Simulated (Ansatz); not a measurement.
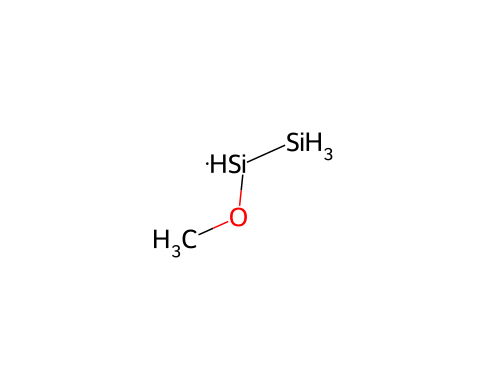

Skeletal drawing of a molecule. State: neutral, doublet.

Write the SMILES.

CO[SiH][SiH3]

Give the formula, hydrogens included.

CH7OSi2.

An optimisation with PBE0-D4/def2-TZVP gave a structure of which point group?

C1. Other conformers may differ.

More results for the same structure follow; atom numbers are the same in all pictures, views and colours differ. The geometry was computed by an optimisation with PBE0-D4/def2-TZVP.

Geometry

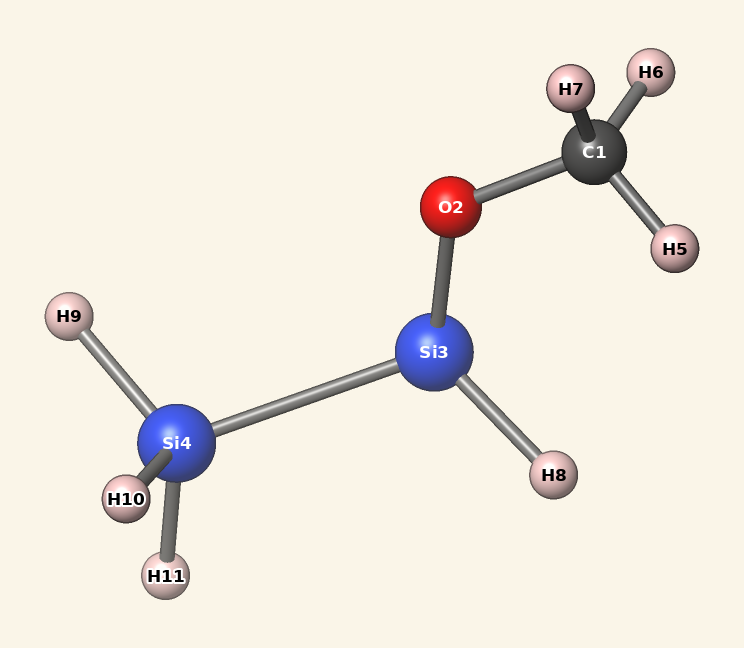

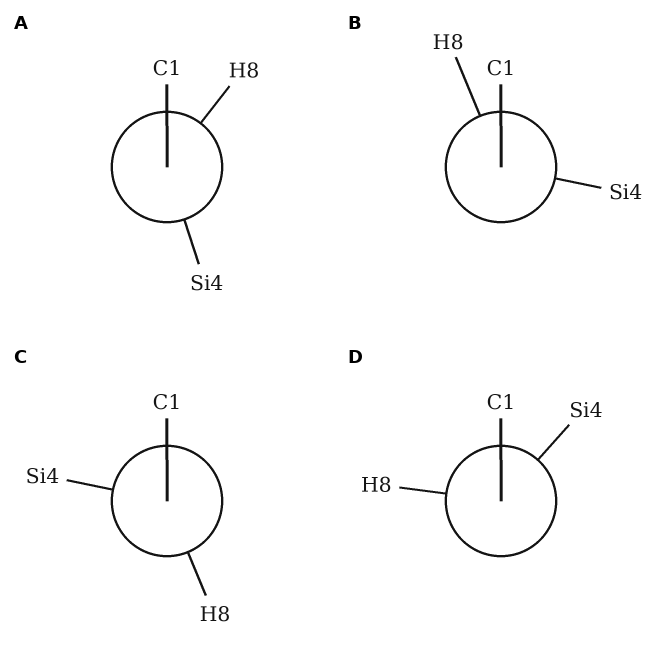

Depth is shown by fading: the farther an atom, the more it takes the colour of the background. Bonds that would overlap in a projection are set slightly apart.

Which Newman projection shows the view along O2–Si3, with O2 in front?

A. The torsion angle C1–O2–Si3–Si4 is 162°, antiperiplanar (anti).

Levels of theory compared

Program: Ansatz 0.2.0.

Tabulate dipole (D) at these levels: B3LYP-D4/def2-TZVPP; PBE-D4/def2-TZVPP; PBE0-D4/def2-TZVP; r2SCAN-D4/def2-TZVPP; ωB97M-V/def2-TZVPP.

```
               level  dipole (D)
 B3LYP-D4/def2-TZVPP        1.31
   PBE-D4/def2-TZVPP        1.32
   PBE0-D4/def2-TZVP        1.30
r2SCAN-D4/def2-TZVPP        1.31
  ωB97M-V/def2-TZVPP        1.30
```

Vibrations

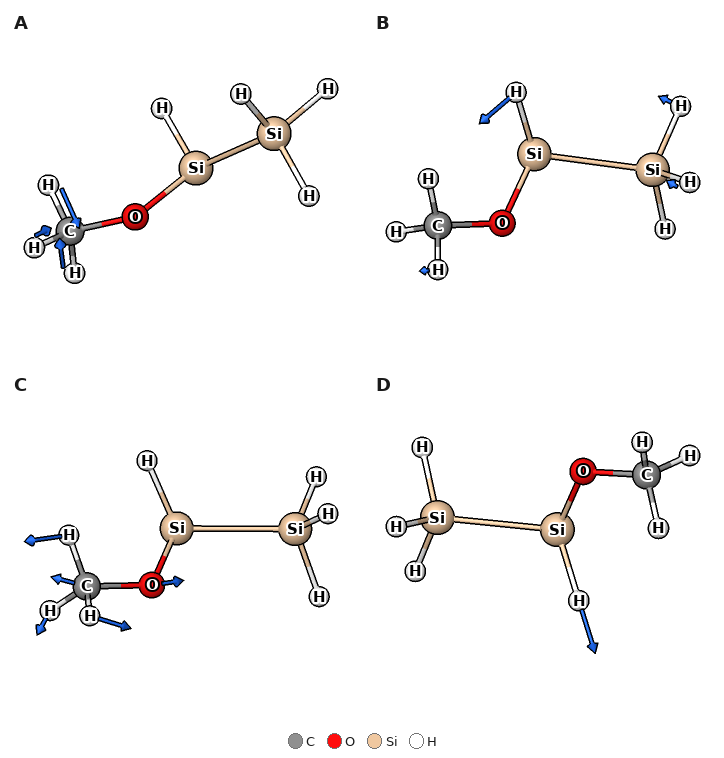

4 normal modes of one molecule or complex, as arrows. Harmonic vibrations computed with UKS PBE0-D4/def2-TZVP (Ansatz 0.2.0) at a stationary point of the same level.

Match the panels to the wavenumbers 783 cm⁻¹, 1145 cm⁻¹, 2131 cm⁻¹, 3019 cm⁻¹.

A: 3019 cm⁻¹, in-phase stretching of 3 C–H bonds
B: 783 cm⁻¹
C: 1145 cm⁻¹
D: 2131 cm⁻¹, Si–H stretching

Charges

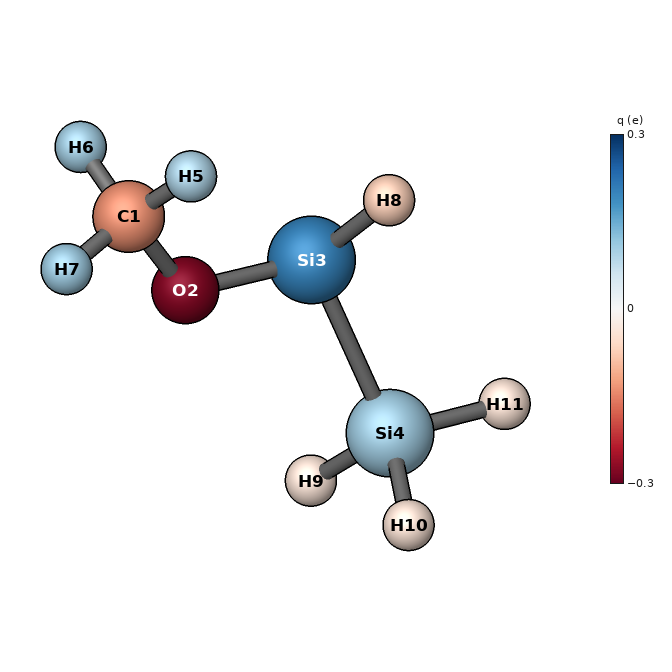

Atoms are coloured by their Mulliken charges. Method: UKS PBE-D4/def2-TZVPP (Ansatz 0.2.0).

Which atom carries the highest charge (most positive or least negative)?

Si3 (0.20 e).

And the lowest?

O2 (−0.28 e).

List the Mulliken charges.

| atom | value (e) |
| --- | --- |
| C1 | −0.14 |
| O2 | −0.28 |
| Si3 | 0.20 |
| Si4 | 0.10 |
| H5 | 0.09 |
| H6 | 0.10 |
| H7 | 0.11 |
| H8 | −0.07 |
| H9 | −0.04 |
| H10 | −0.04 |
| H11 | −0.04 |

Mulliken values depend strongly on the basis set and can even reverse the polarity of a bond.
